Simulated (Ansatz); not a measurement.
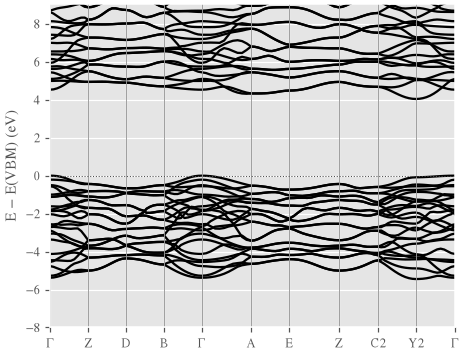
Figure: Band structure from plane-wave PAW PBE (Ansatz code)

Task: Read off the gap and where the band edges lie.

Result: About 4.0 eV (4.04 eV by a search for the band edges); maximum at Γ, minimum at Y2.

The material is HfO₂ in space group P2_1/c (No. 14; Hf on 4e, O on 4e, O on 4e).

Symmetry was held in the PBE relaxation. No spin polarisation was allowed. Scalar-relativistic: spin–orbit coupling is off unless named, which matters more the heavier the elements.

Potentials: the earlier of the program's two PAW sets.
